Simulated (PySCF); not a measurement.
# HfF₃: doublet, from a trigonal planar start

The task is one start of a wider search on HfF₃: the doublet, from a trigonal planar start. It is relaxed, tested by its Hessian and followed downhill if it is a saddle.

Computed with PySCF 2.14.0. Level: PBE0, basis Hf def2-TZVP with ECP60, F def2-TZVP, scalar-relativistic core potentials, no spin–orbit coupling, density fitting.

### 1 The system as given

4 atoms, charge 0, spin multiplicity 2.

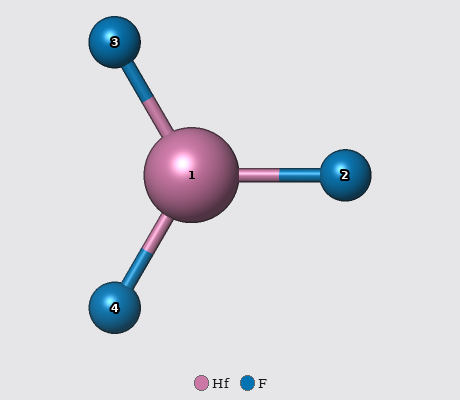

Start geometry, drawn with hafnium pink, fluorine blue; atoms are numbered from 1 in the order of the file.

Z-matrix (Å, degrees; charge 0 multiplicity 2):
```
Hf
F  1 2.1600
F  1 2.1600 2 120.00
F  1 2.1600 2 120.00 3 180.00
```

### 2 Finding the electronic state

The steps below are one call of a driver around PySCF. For each, scf.py gives the equivalent set-up of the SCF; relaxations use the driver's own optimiser. After this first run the driver tries any further starts and a stability analysis.

The input, scf.py:

```python
from pyscf import gto, scf, dft
mol = gto.M(atom='''
Hf     0.000000     0.000000     0.000000
F      2.160000     0.000000     0.000000
F     -1.080000     1.870600     0.000000
F     -1.080000    -1.870600     0.000000''',
    basis={'Hf': 'def2-TZVP', 'F': 'def2-TZVP'},
    ecp={'Hf': 'def2-TZVP'},
    charge=0, spin=1)
mf = dft.UKS(mol, xc='PBE0')
mf.grids.atom_grid = (50, 194)
aux = {'Hf': 'def2-universal-JKFIT', 'F': 'def2-universal-JKFIT'}
mf = mf.density_fit(auxbasis=aux)
mf.conv_tol = 1e-08
mf.diis_space = 10
mf.max_cycle = 60
mf.init_guess = 'minao'
mf.verbose = 4
mf.kernel()
```

The run is started by

```sh
> OMP_NUM_THREADS=4 python axn.py task.json out
```

What it wrote:

```text
init E= -328.809016347585
[... the frontier-level lines of each cycle are left out ...]
cycle= 1 E= -347.322173943746  delta_E= -18.5  |g|= 0.763  |ddm|=  3.8
cycle= 2 E= -345.128227415594  delta_E= 2.19  |g|= 2.65  |ddm|= 1.45
cycle= 3 E= -347.526557343835  delta_E= -2.4  |g|= 0.138  |ddm|= 1.21
cycle= 4 E= -347.532058517171  delta_E= -0.0055  |g|= 0.0661  |ddm|= 0.197
cycle= 5 E= -347.534232000061  delta_E= -0.00217  |g|= 0.00843  |ddm|= 0.0666
cycle= 6 E= -347.534303836507  delta_E= -7.18e-05  |g|= 0.00222  |ddm|= 0.0248
cycle= 7 E= -347.534308707032  delta_E= -4.87e-06  |g|= 0.000639  |ddm|= 0.00662
cycle= 8 E= -347.534308979234  delta_E= -2.72e-07  |g|= 0.000692  |ddm|= 0.00207
cycle= 9 E= -347.534309143182  delta_E= -1.64e-07  |g|= 9.52e-05  |ddm|= 0.000592
cycle= 10 E= -347.53430914839  delta_E= -5.21e-09  |g|= 1.55e-05  |ddm|= 9.79e-05
Extra cycle  E= -347.534309148767  delta_E= -3.77e-10  |g|= 7.45e-06  |ddm|= 3.39e-05
converged SCF energy = -347.534309148767  <S^2> = 0.75198668  2S+1 = 2.0019857
```

This step, with its further starts and checks, ran for 12 s (4 threads of Arm Neoverse V2, shared host).

The starts that the driver tried:

| start | energy (Eh) |
| --- | --- |
| the minimal-basis guess | -347.534309 |
| a thermally smeared density | -347.534309 |
| a smeared PBE density | -347.534309 |

The test of internal stability and the other starts found no lower solution of this spin.

### 3 Trigonal planar start, doublet: relaxation

The program finds D3h symmetry in the start, which this walk keeps.

scf.py, as its differences from that of step 2:

```diff
@@ -4,3 +4,3 @@
-F      2.160000     0.000000     0.000000
-F     -1.080000     1.870600     0.000000
-F     -1.080000    -1.870600     0.000000''',
+F      2.159991    -0.000000     0.000000
+F     -1.079996     1.870607     0.000000
+F     -1.079996    -1.870607     0.000000''',
@@ -17 +16,0 @@
-mf.init_guess = 'minao'
```

The optimiser's trace:

| step | energy (Eh) | change (kJ/mol) | largest symmetric gradient (Eh/bohr) |
| --- | --- | --- | --- |
| 0 | -347.534309 | 0.00 | 0.08170 |
| 1 | -347.593505 | -155.42 | 0.04591 |
| 2 | -347.603251 | -181.01 | 0.03308 |
| 3 | -347.607610 | -192.45 | 0.00593 |
| 4 | -347.607786 | -192.91 | 0.00074 |
| 5 | -347.607788 | -192.92 | 0.00002 |

The walk took 13 s.

Positions (Å) and forces (eV/Å) along the way:

```
step 0
Hf   0.000   0.000   0.000   0.035   0.000   0.000
F    2.160   0.000   0.000  -4.204   0.000   0.000
F   -1.080   1.871   0.000   2.085  -3.645   0.000
F   -1.080  -1.871   0.000   2.085   3.645   0.000
step 1
Hf   0.000   0.000   0.000   0.018   0.000   0.000
F    2.003   0.000   0.000  -2.372   0.000   0.000
F   -1.001   1.735   0.000   1.177  -2.040   0.000
F   -1.001  -1.735   0.000   1.177   2.040   0.000
step 3
Hf   0.000   0.000   0.000  -0.005   0.000   0.000
F    1.912   0.000   0.000  -0.314   0.000   0.000
F   -0.956   1.656   0.000   0.159  -0.255   0.000
F   -0.956  -1.656   0.000   0.159   0.255   0.000
step 5
Hf   0.000   0.000   0.000  -0.004   0.000   0.000
F    1.902   0.000   0.000  -0.010   0.000   0.000
F   -0.951   1.647   0.000   0.007   0.011   0.000
F   -0.951  -1.647   0.000   0.007  -0.011   0.000
```

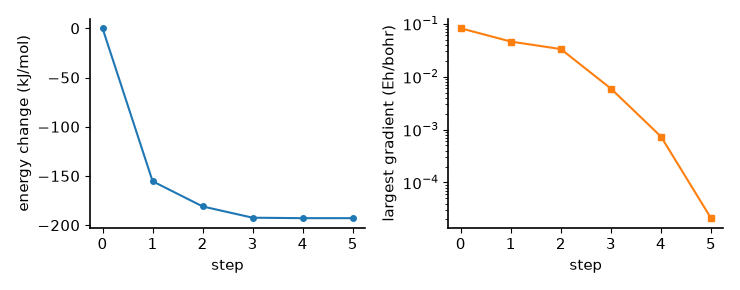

How energy and gradient fall.

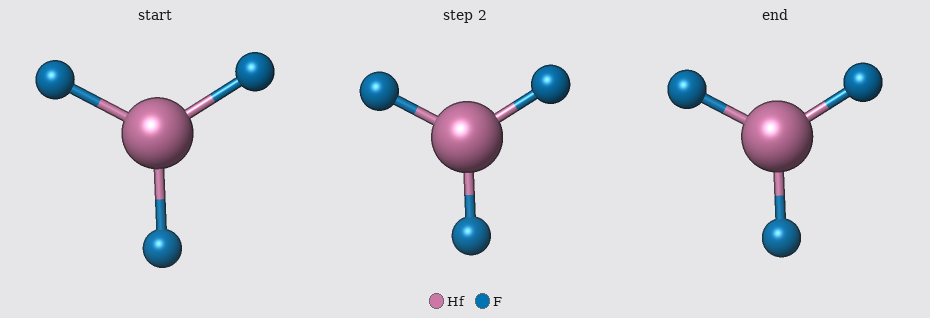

The geometry along the walk, at one scale.

End point (D3h, 5 steps, 192.9 kJ/mol gained): Hf–F 1.902 Å (×3); F–Hf–F 120.0° (×3).

### 4 Is it a minimum? Harmonic modes

On the finer grid the gradient is checked again; gradients at displacements of ±0.02 bohr then give force constants and infrared intensities.

scf.py, as its differences from that of step 3:

```diff
@@ -4,3 +4,3 @@
-F      2.159991    -0.000000     0.000000
-F     -1.079996     1.870607     0.000000
-F     -1.079996    -1.870607     0.000000''',
+F      1.901524    -0.000000     0.000000
+F     -0.950762     1.646768     0.000000
+F     -0.950762    -1.646768     0.000000''',
@@ -11 +11 @@
-mf.grids.atom_grid = (50, 194)
+mf.grids.atom_grid = (75, 302)
@@ -14 +14 @@
-mf.conv_tol = 1e-08
+mf.conv_tol = 1e-10
```

This SCF starts from the last density.

Log of the central SCF (cycles and frontier levels):

```text
init E= -347.60813588601
[... the frontier-level lines of each cycle are left out ...]
cycle= 1 E= -347.608135886007  delta_E= 2.96e-12  |g|= 4e-06  |ddm|= 3.51e-06
Extra cycle  E= -347.608135885994  delta_E= 1.22e-11  |g|= 7.45e-06  |ddm|= 5.67e-06
converged SCF energy = -347.608135885994  <S^2> = 0.75157266  2S+1 = 2.001572
```

The whole step took 30 s.

Geometry: D3h; Hf–F 1.902 Å (×3); F–Hf–F 120.0° (×3).

Modes, for the most abundant isotopes:

| symmetry | ω (cm⁻¹) | IR (km/mol) | μ (u) | type |
| --- | --- | --- | --- | --- |
| a2'' | 65 | 6.6 | 24.21 | bend |
| e' | 150 | 19.3 | 20.68 | bend |
| e' | 646 | 313 | 21.94 | stretch |
| a1' | 654 | 0.0 | 19.00 | stretch |

All wavenumbers are real: a minimum.

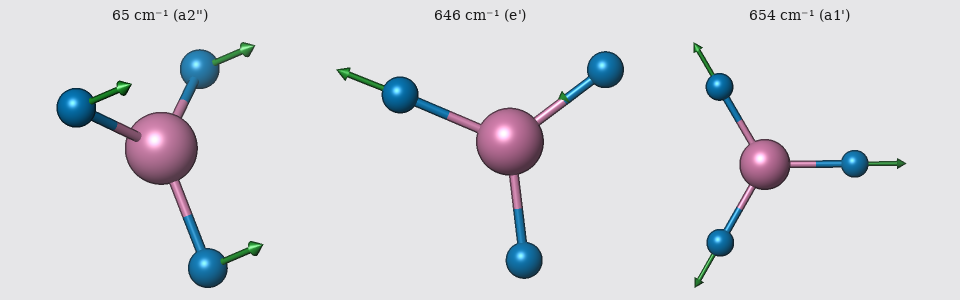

Displacements of 3 of the modes, as arrows (one member where a mode is degenerate).

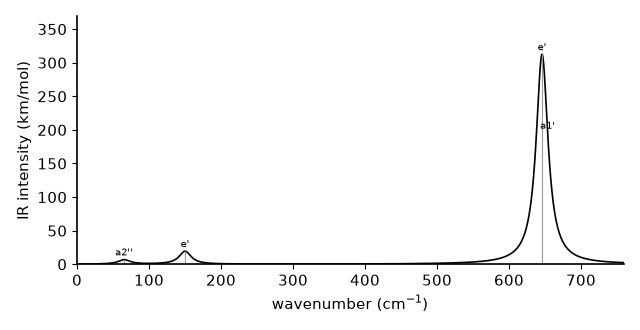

The harmonic infrared spectrum (widths in cm⁻¹). Lines are broadened to a width of 20 cm⁻¹ (Lorentzian).

Properties at this point:

| Item | Value |
| --- | --- |
| Dipole moment | 0.00 D |
| Highest occupied level | -6.09 eV |
| Lowest empty level | -2.59 eV |
| Rotational constants | 0.1636, 0.1636, 0.0818 cm⁻¹ |
| Zero-point energy | 13.8 kJ/mol |
| Principal polarisabilities | 35.1, 35.1, 58.1 bohr³ |
| Atomisation energy without zero-point energy | 1935 kJ/mol |
| Principal traceless quadrupole moments about the centre of mass | -3.88, -3.88, 7.76 D Å |
| Entropy at 298.15 K and 1 bar (electronic part: spin only) | 322.1 J/(mol K) |
| Heat capacity Cp at 298.15 K | 69.1 J/(mol K) |
| Enthalpy at 298.15 K above 0 K | 16.47 kJ/mol |
| Rotational symmetry number | 6 |
| Spin squared ⟨S²⟩ | 0.752 |

Populations by atom (charges in e):

```tsv
atom	Mulliken	Löwdin	polar tensor	spin (Mulliken)	Mayer order to Hf1
Hf1	1.29	0.73	1.83	1.04	–
F2,3,4	-0.43	-0.24	-0.61	-0.01	0.99
```

Outer orbital energies (eV). α occupied: -13.10, -12.40, -12.40, -11.98, -11.95, -11.83, -11.83, -6.09; empty: -1.33, -1.33, -0.37, 0.19. β occupied: -13.10, -13.10, -12.41, -12.41, -12.02, -11.97, -11.84, -11.84; empty: -2.59, -0.81, -0.81, 0.71.

Mulliken populations on Hf1 (outside its core potential): s 2.61, p 6.22, d 1.71, f 0.16.

### 5 Summary of results

| quantity | value |
| --- | --- |
| minimum | doublet, D3h |
| geometry | Hf–F 1.902 Å (×3); F–Hf–F 120.0° (×3) |
| wavenumbers (cm⁻¹) | 65 (a2''), 150 (e'), 646 (e'), 654 (a1') |
| dipole moment | 0.00 D |
| highest occupied, lowest empty level (either spin) | -6.09, -2.59 eV |
| polar-tensor charge of Hf1 | +1.83 e |
| zero-point energy | 13.8 kJ/mol |
| entropy at 298.15 K | 322.1 J/(mol K) |
| atomisation energy (no zero-point energy) | 1935 kJ/mol |
| ⟨S²⟩ | 0.752 |

In words: The molecule stays D3h, as typed, and the end point is a minimum. The strongest infrared band lies at 646 cm⁻¹ (e', stretch). The dipole vanishes although Hf1 carries +1.8 e by the polar tensor: the bond dipoles cancel. Most of the spin sits on Hf1 (Mulliken spin 1.04, against 1 for the whole molecule). Only this shape and spin were tried, so other structures or states may lie lower. Open d and f shells are described by one determinant, and the ground state may have another occupation or spin. Spin–orbit coupling, left out here, can matter for elements this heavy.

The search up to here took 55 s.
